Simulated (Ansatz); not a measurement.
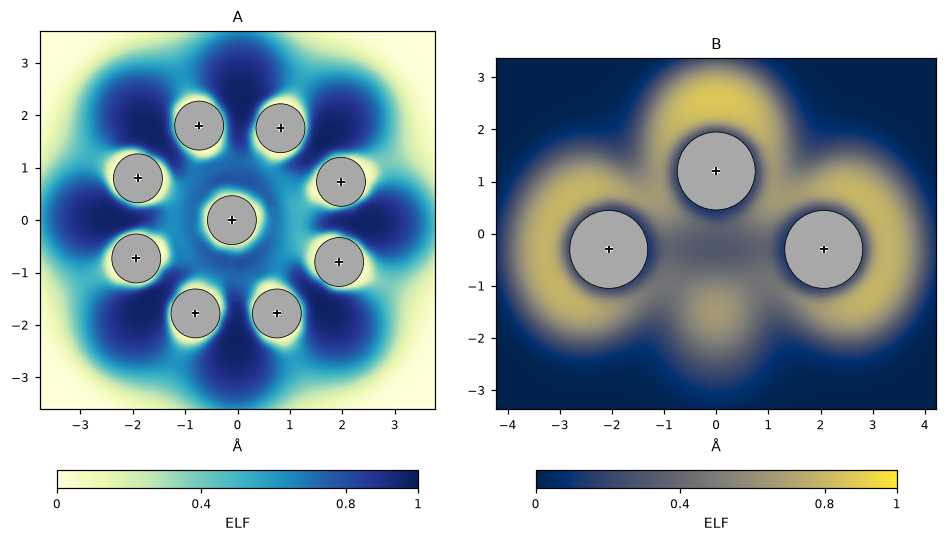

The ELF of 2 systems, each on a plane through atoms (crosses mark nuclei in the plane; grey discs cover the cores).

Theory: UKS PBE0-D4/def2-TZVP (Ansatz).

System 1: As5 (charge +1, triplet), the plane of atoms As2, As4 and As5. Geometry: PBE-D4/def2-SVP.

```xyz
5

As    0.5975   -0.8740    1.0678
As    0.9397    1.6419    0.8182
As   -1.3363    0.6533    0.2234
As    0.7384    0.2209   -1.2912
As   -0.9393   -1.6421   -0.8182
```

System 2: B8···B (doublet), the molecular plane. Geometry: PBE-D4/def2-SVP.

```xyz
9

B     1.5722    1.3793    0.1549
B    -1.3071    1.4222   -0.2830
B     0.1499    1.9237   -0.0926
B    -1.5373   -1.3672   -0.1508
B    -2.0419    0.0676   -0.3133
B     1.3137   -1.3938    0.2829
B     2.0799   -0.0560    0.3180
B    -0.1019   -0.0350   -0.0135
B    -0.1275   -1.9409    0.0975
```

Which map belongs to which system?

Answer. Panel A is system 2, B8···B: the plane holds B. B8···B9 (1.91 Å): the ELF peaks at about 0.80 between the atoms. Panel B is system 1, As5: the plane holds As. As–As (2.55 Å): the ELF peaks at about 0.60 between the atoms.
